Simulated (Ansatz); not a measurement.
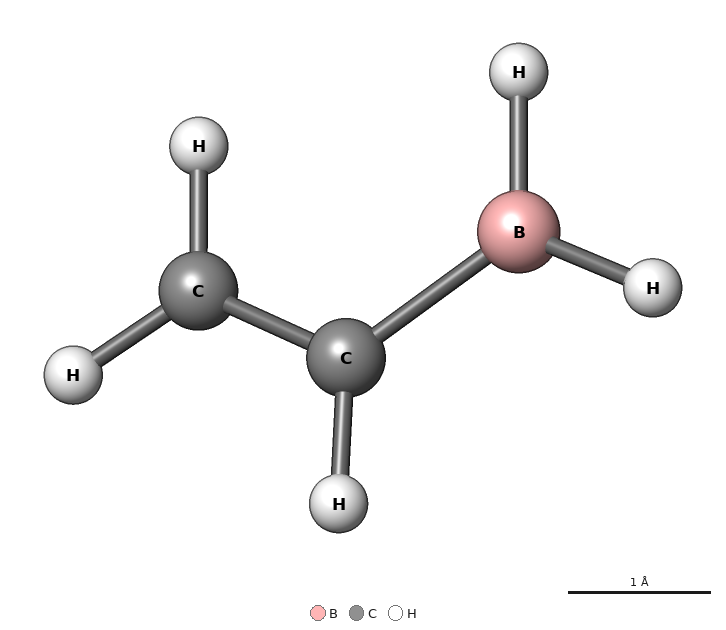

The picture shows a molecular structure as a ball-and-stick model.

The geometry was computed by an optimisation with PBE0-D4/def2-TZVP. No frequency run is at hand to confirm it as a minimum.

Describe the molecule.

It has 8 atoms: 2 carbon, 5 hydrogen and 1 boron (C2H5B). The point group is Cs. All atoms lie on one plane. Coordination: 1 B trigonal planar; 2 C trigonal planar.

More results for the same structure follow; atom numbers are the same in all pictures, views and colours differ.

### Electronic properties

No frequency run is at hand to confirm it as a minimum. Method: RKS PBE0-D4/def2-TZVPP (Ansatz 0.2.0).

What does the calculation give?

- HOMO energy (Kohn–Sham orbital): −8.51 eV
- LUMO energy (Kohn–Sham orbital): −2.09 eV
- HOMO–LUMO gap: 6.42 eV
- dispersion correction: −8.0 kJ/mol

### Dipole moment

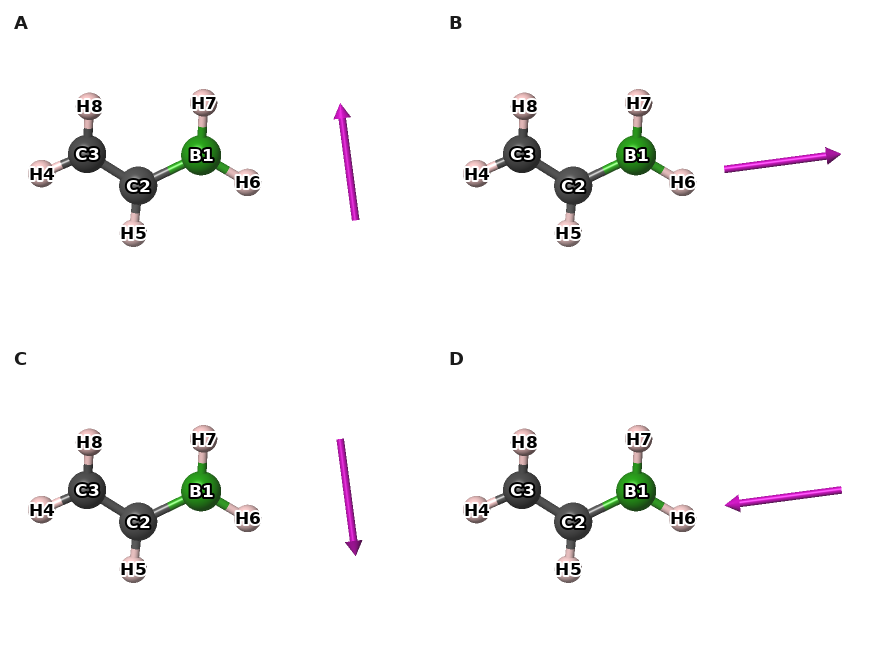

The same molecule four times, each with an arrow. No frequency run is at hand to confirm it as a minimum. Level of theory: RKS PBE0-D4/def2-TZVP (Ansatz 0.2.0).

Question: Which arrow points along the dipole moment, from the negative to the positive end?

Answer: D. The dipole moment is 1.35 D; it points from the side of H6 to the side of H4 (the outermost atoms at the two ends).

### Charges

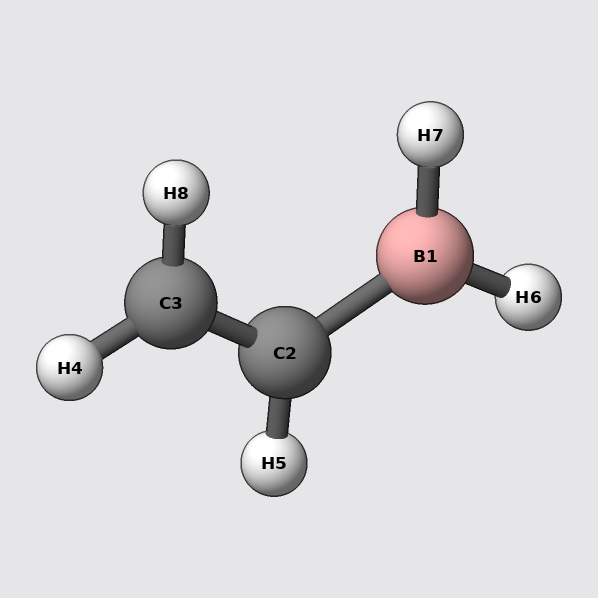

The questions are on Mulliken charges. No frequency run is at hand to confirm it as a minimum. Method: RKS PBE0-D4/def2-TZVP (Ansatz 0.2.0).

Question: Which atom carries the highest charge (most positive or least negative)?

Answer: H8 (0.14 e).

Question: And the lowest?

Answer: C2 (−0.20 e).

List the Mulliken charges.

```
atom  value (e)
  B1      −0.03
  C2      −0.20
  C3      −0.18
  H4       0.13
  H5       0.11
  H6       0.01
  H7       0.00
  H8       0.14
```

Mulliken values depend strongly on the basis set and can even reverse the polarity of a bond.
